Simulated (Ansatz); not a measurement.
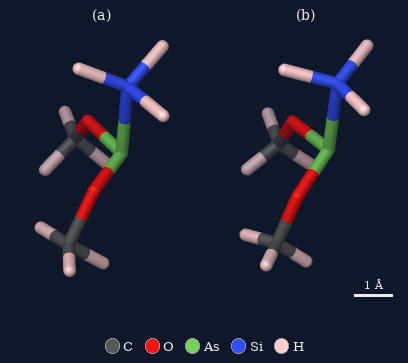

The structure of C2H9AsO2Si (charge +1, multiplicity 2) before (left) and after (right) a relaxation, at one scale.

A stick model, seen from a free direction.

Computed with UKS HSE06/aug-cc-pVDZ (Ansatz 0.2.0).

Input file:
```yaml
crystal:
  periodic: [false, false, false]
  atoms:
    - {symbol: C, position_ang: [-1.416748, -2.061646, 0.330335]}
    - {symbol: O, position_ang: [0.054749, -1.425915, -0.157471]}
    - {symbol: As, position_ang: [0.212720, 0.107268, -0.657326]}
    - {symbol: Si, position_ang: [2.590102, 0.016362, -0.649170]}
    - {symbol: O, position_ang: [0.086647, 1.403903, 0.444553]}
    - {symbol: C, position_ang: [-1.065769, 1.997922, 0.780599]}
    - {symbol: H, position_ang: [-1.381510, -3.184697, 0.134802]}
    - {symbol: H, position_ang: [-1.741285, -1.138161, 1.194863]}
    - {symbol: H, position_ang: [-2.174178, -1.684394, -0.609316]}
    - {symbol: H, position_ang: [3.170790, -0.258079, 0.678279]}
    - {symbol: H, position_ang: [2.910915, -1.356906, -1.793972]}
    - {symbol: H, position_ang: [3.148090, 1.247917, -1.365088]}
    - {symbol: H, position_ang: [-1.791340, 2.010886, -0.144359]}
    - {symbol: H, position_ang: [-1.689487, 1.246904, 1.437224]}
    - {symbol: H, position_ang: [-1.001106, 2.946221, 1.209718]}
basis:
  gaussian: {orbitals: aug-cc-pVDZ}
total_charge: 1
magnetization: {spin_polarized: true, initial_magnetization: 1}
hamiltonian: {xc: {name: HSE06}}
scf: {lower_state_search: off}
relax: {f_tol: 0.0001, max_steps: 3}
output: {forces: true}
```

Run as
```bash
ansatz run in.yaml --threads 2 --pin off --events-out ev --progress --plain --max-ram 32768MiB --backend cuda --devices 0, --max-vram 18GiB
```

Q: Describe what moved and what it gained.

A: The relaxation stopped without meeting its thresholds, so the last structure isn't shown to be converged. The input was poor on purpose: steps. After 2 geometry steps the energy has fallen by 88.2 kcal/mol. The largest force component goes from 6.4 to 1.5 eV/Å. H7 moves most after the best rigid fit: 0.31 Å. Largest moves by element: H 0.31 Å, Si 0.28 Å, C 0.20 Å, O 0.18 Å, As 0.18 Å. Near-neighbour distances that change, for instance: Si4–H11 1.816 → 1.457 Å, C1–H8 1.306 → 1.059 Å, C1–O2 1.676 → 1.475 Å, C1–H9 1.265 → 1.073 Å. Bond angles that change, for instance: H7–C1–H8 144.8° → 111.9°, H8–C1–H9 97.6° → 111.8°, H13–C6–H14 96.8° → 109.6°. The run took about 21 s of wall time on a shared GPU.
